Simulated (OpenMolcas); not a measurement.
Multiconfigurational calculation, with input and output: Ti²⁺ complex

System: Ti²⁺ with 6 ligands (H2O; octahedron, 2.31 Å), with no charges around it.
Method: state-averaged SS-CASPT2, IPEA shift 0.5, imaginary shift 0.1 hartree, closed shells 3s 3p of the metal and the valence shells of the ligands correlated, active space 2 electrons in the shell 3d, basis ANO-RCC-VTZP on the metal and ANO-RCC-VDZP on the ligands, DKH2 scalar Hamiltonian, spin-orbit coupling by RASSI with atomic mean-field integrals (OpenMolcas).

### Key numbers

```tsv
quantity	value
outcome	converged
energy of the lowest spin-free term	−1310.75792 hartree
energy of the lowest spin-orbit level	−1310.75834 hartree
CASPT2 correlation energy	−1.6178 hartree
largest spread among components of a term	180.8 cm⁻¹
lowest reference weight	0.701
hardware	1 thread of Arm Neoverse V2, 24 GiB of memory available, shared host
wall time	3.4 min
peak memory	0.2 GiB
```

### Remarks

The components of ¹T1, which symmetry makes degenerate, are split by 181 cm⁻¹ in CASPT2, and those of 2 more by over 50 cm⁻¹. This is an artefact; the levels of such states rest on averages and are uncertain by about as much. Caveats: distances are set from ionic radii, not optimised.

### Input file
```
&GATEWAY
Coord
19

Ti 0.0 0.0 0.0
O 2.310000 0.000000 0.000000
H 2.886978 0.779741 0.000000
H 2.886978 -0.779741 0.000000
O 0.000000 2.310000 0.000000
H 0.000000 2.886978 0.779741
H 0.000000 2.886978 -0.779741
O -2.310000 0.000000 0.000000
H -2.886978 0.779741 0.000000
H -2.886978 -0.779741 0.000000
O 0.000000 -2.310000 0.000000
H 0.000000 -2.886978 0.779741
H 0.000000 -2.886978 -0.779741
O 0.000000 0.000000 2.310000
H 0.779741 0.000000 2.886978
H -0.779741 0.000000 2.886978
O 0.000000 0.000000 -2.310000
H 0.779741 0.000000 -2.886978
H -0.779741 0.000000 -2.886978
Basis=Ti.ANO-RCC-VTZP,H.ANO-RCC-VDZP,O.ANO-RCC-VDZP
Group=XYZ
NoMove
AngMom=0.0 0.0 0.0
AMFI
RICD
&SEWARD
&RASSCF
FileOrb=start.orb
Symmetry=1
Spin=3
nActEl=2 0 0
Inactive=18 21
Ras2=5 0
CIRoot=10 10 1
SDav=10
CIMx=300
Iter=150 100
PrWF=0.3
OrbListing=Nothing
MaxOrb=0
LevShft=1.0
>>> COPY $Project.JobIph JOB001
&RASSCF
FileOrb=start.orb
Symmetry=1
Spin=1
nActEl=2 0 0
Inactive=18 21
Ras2=5 0
CIRoot=15 15 1
SDav=15
CIMx=300
Iter=150 100
PrWF=0.3
OrbListing=Nothing
MaxOrb=0
LevShft=1.0
>>> COPY $Project.JobIph JOB002
&RASSI
NrOfJobIphs=2 10 15
1 2 3 4 5 6 7 8 9 10
1 2 3 4 5 6 7 8 9 10 11 12 13 14 15
IphNames
JOB001
JOB002
EJob
SpinOrbit
DIPRint=1.0
SOCoupling=1000.0
Subsets=2
Property=9
'ANGMOM' 1 'ANGMOM' 2 'ANGMOM' 3 'MLTPL  1' 1 'MLTPL  1' 2 'MLTPL  1' 3
'AMFI' 1 'AMFI' 2 'AMFI' 3
SOProperty=3
'ANGMOM' 1 'ANGMOM' 2 'ANGMOM' 3
>>> COPY JOB001 $Project.JobIph
&CASPT2
Multistate=10 1 2 3 4 5 6 7 8 9 10
NoMult
Frozen=5 6
IPEA=0.5
Imaginary=0.1
MaxIter=60
WThr=0.0 0.3 0.05
PrWF=0.5
NoMix
>>> COPY JOB002 $Project.JobIph
&CASPT2
Multistate=15 1 2 3 4 5 6 7 8 9 10 11 12 13 14 15
NoMult
Frozen=5 6
IPEA=0.5
Imaginary=0.1
MaxIter=60
WThr=0.0 0.3 0.05
PrWF=0.5
NoMix
```

The file start.orb holds starting orbitals from an earlier step. A driver script formed the levels outside the program, from RASSI's spin-orbit matrix and the CASPT2 energies (for multi-state variants, the effective Hamiltonian), averaged over the components of each term or state. The log and the time are those of the CASPT2 step.

Run as:
```bash
OMP_NUM_THREADS=1 MOLCAS_MEM=2457 MOLCAS_PROJECT=a pymolcas a.inp > a.log  # once for each step of the input, in one work folder
```

### Log (extracts)
```
--- CASPT2 ---
Orbital specifications:
      -----------------------

      Symmetry species                           1   2
                                                ag  au
      Frozen orbitals                            5   6
      Inactive orbitals                         13  15
      Active orbitals                            5   0
      Secondary orbitals                        79  80
      Deleted orbitals                           0   0
      Number of basis functions                102 101
Type of calculation                        SS-CASPT2
      Fock operator                              state-specific
      IPEA shift                                 0.50
      Real shift                                 0.00
      Imaginary shift                            0.10
      The input orbitals will be transformed to quasi-canonical
Reference energy:       -1309.1401252685
      E2 (Non-variational):      -1.6165627618
      Shift correction:          -0.0012450455
      E2 (Variational):          -1.6178078073
      Total energy:           -1310.7579330759
      Residual norm:              0.0000002832
      Reference weight:           0.70916
      Contributions to the CASPT2 correlation energy
      Active & Virtual Only:         -0.0068026153
      One Inactive Excited:          -0.1135379268
      Two Inactive Excited:          -1.4962222196
Reference energy:       -1309.1401252685
      E2 (Non-variational):      -1.6165574256
      Shift correction:          -0.0012447515
      E2 (Variational):          -1.6178021771
      Total energy:           -1310.7579274457
      Residual norm:              0.0000002785
      Reference weight:           0.70917
      Contributions to the CASPT2 correlation energy
      Active & Virtual Only:         -0.0067994342
      One Inactive Excited:          -0.1135357728
      Two Inactive Excited:          -1.4962222186
::    CASPT2 Root  1     Total energy:  -1310.75793308
::    CASPT2 Root  2     Total energy:  -1310.75792745
::    CASPT2 Root  3     Total energy:  -1310.75790448
::    CASPT2 Root  4     Total energy:  -1310.72086366
::    CASPT2 Root  5     Total energy:  -1310.72051507
::    CASPT2 Root  6     Total energy:  -1310.72042274
::    CASPT2 Root  7     Total energy:  -1310.67811877
::    CASPT2 Root  8     Total energy:  -1310.67809850
::    CASPT2 Root  9     Total energy:  -1310.67810711
::    CASPT2 Root 10     Total energy:  -1310.67813121
--- CASPT2 ---
Orbital specifications:
      -----------------------

      Symmetry species                           1   2
                                                ag  au
      Frozen orbitals                            5   6
      Inactive orbitals                         13  15
      Active orbitals                            5   0
      Secondary orbitals                        79  80
      Deleted orbitals                           0   0
      Number of basis functions                102 101
Type of calculation                        SS-CASPT2
      Fock operator                              state-specific
      IPEA shift                                 0.50
      Real shift                                 0.00
      Imaginary shift                            0.10
      The input orbitals will be transformed to quasi-canonical
Reference energy:       -1309.0861475360
      E2 (Non-variational):      -1.6303779786
      Shift correction:          -0.0013427552
      E2 (Variational):          -1.6317207338
      Total energy:           -1310.7178682698
      Residual norm:              0.0000001926
      Reference weight:           0.70570
      Contributions to the CASPT2 correlation energy
      Active & Virtual Only:         -0.0148585636
      One Inactive Excited:          -0.1146176150
      Two Inactive Excited:          -1.5009018000
Reference energy:       -1309.0861475360
      E2 (Non-variational):      -1.6304940932
      Shift correction:          -0.0013231955
      E2 (Variational):          -1.6318172887
      Total energy:           -1310.7179648247
      Residual norm:              0.0000002725
      Reference weight:           0.70577
      Contributions to the CASPT2 correlation energy
      Active & Virtual Only:         -0.0148857582
      One Inactive Excited:          -0.1147081357
      Two Inactive Excited:          -1.5009001993
::    CASPT2 Root  1     Total energy:  -1310.71786827
::    CASPT2 Root  2     Total energy:  -1310.71796482
::    CASPT2 Root  3     Total energy:  -1310.71787183
::    CASPT2 Root  4     Total energy:  -1310.71495742
::    CASPT2 Root  5     Total energy:  -1310.71493402
::    CASPT2 Root  6     Total energy:  -1310.67252412
::    CASPT2 Root  7     Total energy:  -1310.67271783
::    CASPT2 Root  8     Total energy:  -1310.67214915
::    CASPT2 Root  9     Total energy:  -1310.67426891
::    CASPT2 Root 10     Total energy:  -1310.65989029
::    CASPT2 Root 11     Total energy:  -1310.66071417
::    CASPT2 Root 12     Total energy:  -1310.66003320
::    CASPT2 Root 13     Total energy:  -1310.62720674
::    CASPT2 Root 14     Total energy:  -1310.62723191
::    CASPT2 Root 15     Total energy:  -1310.56407078
```

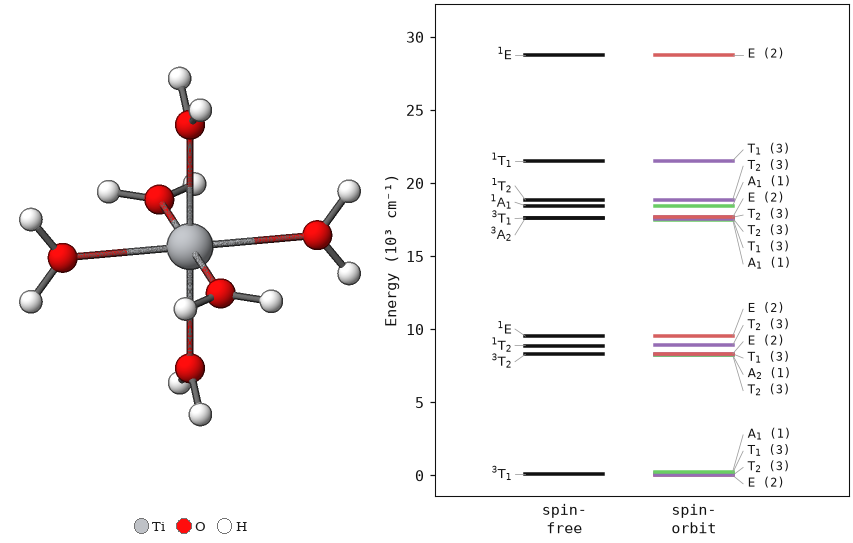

Fig. 1: Ti²⁺ (3d²) with 6 ligands, H₂O, at 2.31 Å (arrangement: octahedron, Th), and its levels. Labels give the representation in O, Td, D4 or D3 as the site allows (double group for half-integer spin) where it could be assigned and, in brackets, the degeneracy; spin-free states, where drawn, share the zero of the spin-orbit levels. The ground level is E, doubly degenerate, 100 % from states of spin multiplicity 3. Its principal g values are all close to zero. The next level lies at 3.7 cm⁻¹ (T₂). The lowest spin-free state is ³T₁, from the free-ion F term; of the same spin there follow at 8,190 cm⁻¹ (³T₂), 17,500 cm⁻¹ (³A₂) and 17,500 cm⁻¹ (³T₁) above it.
